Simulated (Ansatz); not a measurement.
Input file:

```
crystal:
  lattice:
    - [4.8207754706, 0.0, 0.0]
    - [0.0, 4.8207754706, 0.0]
    - [0.0, 0.0, 4.8207754706]
  atoms:
    - { symbol: Zn, position: [0.7706067502, 0.7706067502, 0.7706067502] }
    - { symbol: Zn, position: [0.7706067502, 0.2293932498, 0.2293932498] }
    - { symbol: Zn, position: [0.2293932498, 0.7706067502, 0.2293932498] }
    - { symbol: Zn, position: [0.2293932498, 0.2293932498, 0.7706067502] }
    - { symbol: S, position: [0.5, 0.5, 0.5] }
    - { symbol: O, position: [0.0, 0.0, 0.5] }
    - { symbol: O, position: [0.0, 0.5, 0.0] }
    - { symbol: O, position: [0.5, 0.0, 0.0] }
basis:
  ecutwfc: 420
kpoints:
  mp_grid: { grid: [8, 8, 8] }
hamiltonian:
  xc: pbe
scf:
  occupations: { method: gaussian, width: 0.02 }
output:
  forces: true
  stress: true
  eigenvalues: true
  write_density: true
  write_potential: true
  elf: true
  volumetric_format: npy
relax:
  adjacent_minimum: "off"
  f_tol: 0.01
  max_steps: 80
  cell: { stress_tol: 0.05 }
```

Launched as:

```sh
ansatz run input.yaml --threads 1 --pin off --max-ram 2048MiB --backend cpu --events-out ev --progress --plain --runs-dir out
```

Below, planes, directions and counts refer to the conventional cell (a = 4.82 Å, b = 4.82 Å, c = 4.82 Å, α = 90.00°, β = 90.00°, γ = 90.00°).

The fields are those of the relaxed geometry.

Space group P-43m; a structure generated by program, which may or may not match a known phase.

These are results of DFT PBE, scalar-relativistic, plane waves, PAW (Ansatz), not measurements.

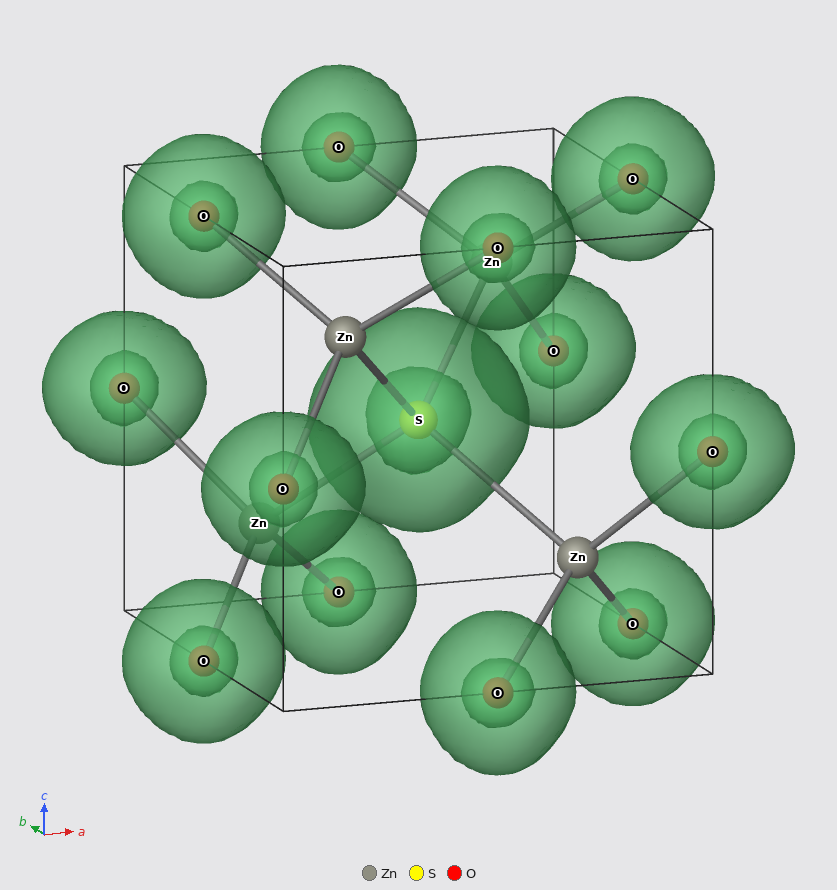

Zn4SO3. Isosurface of the ELF at 0.7 (green), seen slightly off an axis. Only the valence region is drawn (cores and ρ < 0.01 e/Å³ removed). Sticks mark near contacts.

Core electrons are frozen (PAW), and the valence fields are smoothed inside the atomic spheres.

Identify the bonds, lone pairs and shells in this picture.

Answer. The surface consists of three regions wrapped around O (the valence shell of each) and one region wrapped around S (its valence shell), counted in one cell of 8 atoms. Any copies at cell faces, edges or corners count once.

Values along the shortest contacts:
Zn–O (2.04 Å): the ELF peaks at about 0.85 in the valence shell of O, 0.6 Å from its nucleus, and is about 0.25 at the midpoint; no localised pair shows between them. Zn–S (2.26 Å): the ELF peaks at about 0.90 in the valence shell of S, 0.8 Å from its nucleus, and is about 0.55 at the midpoint.
